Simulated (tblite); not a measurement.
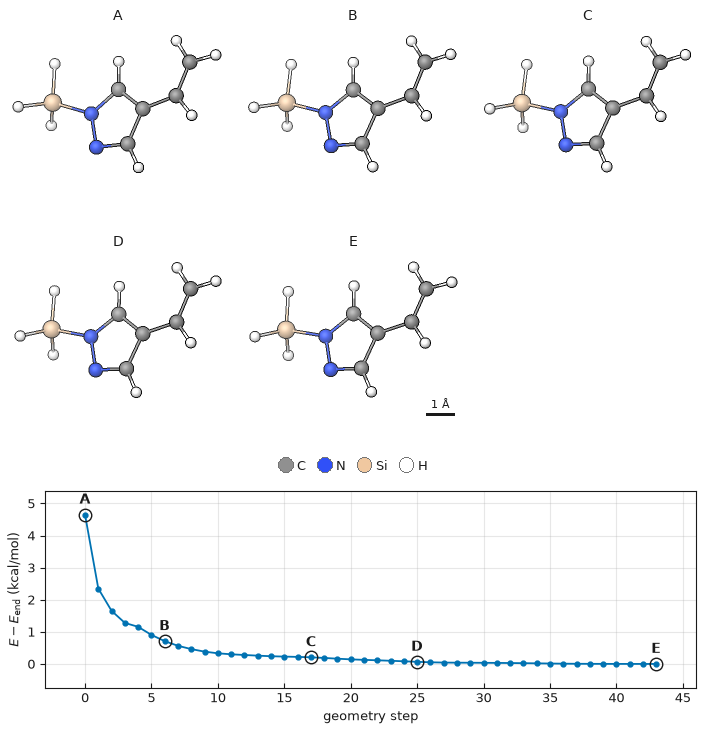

Frames of a relaxation of C5H8N2Si, marked on the history of the run. The picture is a ball-and-stick view, seen at a tilt.

Computed with tblite, GFN2-xTB geometry optimisation, gas phase. 

What happens along the run?

Answer. The energy falls by 4.65 kcal/mol in 43 geometry steps. The largest moves after the best rigid fit, 0.18 Å, are those of H atoms. By element the largest moves are H 0.18 Å, N 0.14 Å, C 0.10 Å, Si 0.07 Å. Some distances before and after: C–N 1.339 → 1.309 Å, H–Si 1.490 → 1.463 Å, N–Si 1.779 → 1.756 Å, C–H 1.098 → 1.076 Å. Among the angles between lasting bonds that change: Si–N–C 123.6° → 132.6°, N–Si–H 110.1° → 104.2°, H–Si–H 106.8° → 112.5°. Cost: 0.22 s on 1 thread of Intel(R) Xeon(R) 6975P-C, on a shared host. From step 0 to 6: an H atom moves most (0.07 Å), energy −3.94 kcal/mol. From step 6 to 17: H atoms move most (0.07 Å), energy −0.50 kcal/mol. From step 17 to 25: an H atom moves most (0.10 Å), energy −0.14 kcal/mol. From step 25 to 43: H atoms move most (0.06 Å), energy −0.07 kcal/mol.

| step | E − E(0), kcal/mol |
| --- | --- |
| 0 | 0.00 |
| 1 | -2.30 |
| 2 | -3.00 |
| 3 | -3.37 |
| 4 | -3.50 |
| 5 | -3.75 |
| 6 | -3.94 |
| 7 | -4.09 |
| 8 | -4.19 |
| 9 | -4.27 |
| 10 | -4.32 |
| 12 | -4.37 |
| 13 | -4.39 |
| 15 | -4.42 |
| 17 | -4.45 |
| 19 | -4.49 |
| 20 | -4.51 |
| 22 | -4.54 |
| 24 | -4.57 |
| 26 | -4.60 |
| 27 | -4.61 |
| 29 | -4.61 |
| 31 | -4.62 |
| 33 | -4.63 |
| 34 | -4.63 |
| 36 | -4.64 |
| 38 | -4.65 |
| 40 | -4.65 |
| 41 | -4.65 |
| 43 | -4.65 |
